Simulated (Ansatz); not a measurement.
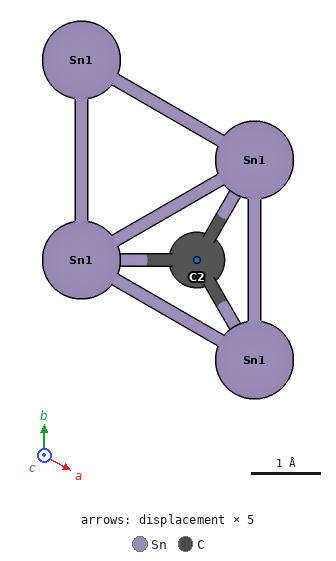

This is a relaxation of crystalline SnC$_{2}$ (a generated structure, set up in P-6m2) (coarse preliminary run). The starting structure is drawn; blue arrows show the displacements (the part carried along by the change of the cell is left out), magnified 5 times.

Style: ball-and-stick. Shown: the cell of the calculation, along the c axis.

Computed with DFT PBE, scalar-relativistic, plane waves, PAW (Ansatz). Settings: plane-wave cutoff 420 eV; k-point mesh 6 × 6 × 4; occupations gaussian; smearing width 0.1 eV; no spin polarisation; cell and atoms relaxed; force threshold 0.04 eV/Å; at most 70 steps.

### Which element moves most?

Carbon: up to 0.27 Å, against 0.00 Å for tin.

### What did the optimiser do to the structure, and how much energy did it gain?

After 7 accepted moves (10 points after the start) the energy has fallen by 1901 meV per atom. The largest force component goes from 6.1 to 0.0088 eV/Å. The pressure goes from 44.97 to 0.19 GPa. The line search rejected the trial step at point 4 of the run. At 2 points the geometry stayed and the basis and grid were re-selected for the new cell (energy shift of 19.0 meV per atom at most each time). The largest moves relative to the cell, 0.27 Å, are those of C atoms. Sn stays in place. The volume changes by +17.4 %, with a = b 2.928 → 3.344 Å (+14.2 %), c 4.616 → 4.154 Å (−10.0 %). Some distances before and after: C–C 2.077 → 1.322 Å, Sn–Sn 2.928 → 3.344 Å, C–Sn 2.114 → 2.394 Å. New bonds form: C–C (2.08 → 1.32 Å). The space group stays P-6m2 (No. 187). Cost: 11 s on 1 thread of AMD EPYC 7R43 64-Core Processor (Zen 3), on a shared host, peak memory 0.36 GiB.
